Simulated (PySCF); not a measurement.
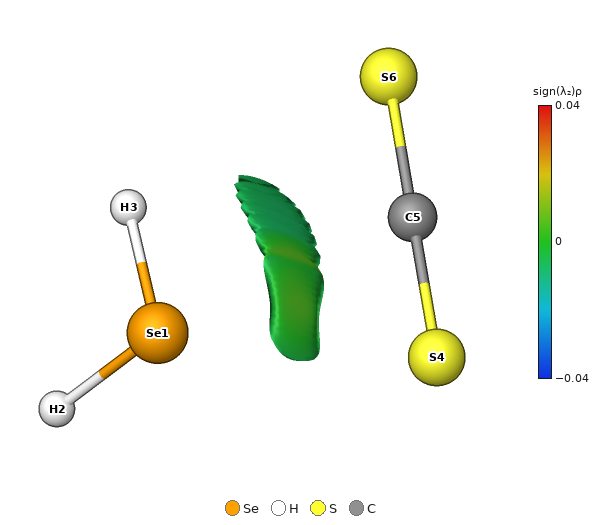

Figure. CH2S2Se, SMILES `[SeH2].S=C=S`. Non-covalent interaction surfaces between the fragments (reduced density gradient s = 0.4, coloured by sign(λ₂)ρ in a.u.; trimmed to the region between the fragments where ρ is under 0.06 a.u.). Fragment A: H2Se (atoms 1–3); fragment B: CS2.

Level of theory: B3LYP/def2-TZVP (PySCF), at a geometry from GFN2-xTB. GFN2-xTB bond lengths at metals and heavier atoms can be off by up to 0.1 Å and shapes distorted, which carries into these values.

Coordinates in Å:

```
Se1     -1.7594   -0.1406    0.0000
H2      -3.1378   -0.5465    0.0000
H3      -2.1301    1.2474    0.0000
S4       2.0100   -1.4140    0.0000
C5       1.7113    0.1060    0.0000
S6       1.4163    1.6292    0.0000
```

Question: Interpret the surfaces between the fragments.

Answer: Bond critical points between the fragments: Se1···S6, 3.64 Å, ρ = 0.007 a.u. It is weak and appears green (van der Waals range). The pose is a local one from a semi-empirical search, not shown to be the most stable.

Question: How strongly are they bound?

Answer: The counterpoise-corrected interaction energy of the frozen fragments is +1.3 kcal/mol without dispersion correction and −1.7 kcal/mol with D3(BJ). The pair geometry is semi-empirical, not a minimum at this level.

The PySCF run took 59 s on 1 thread of Arm Neoverse V1, on a shared host, peak memory 0.76 GiB.
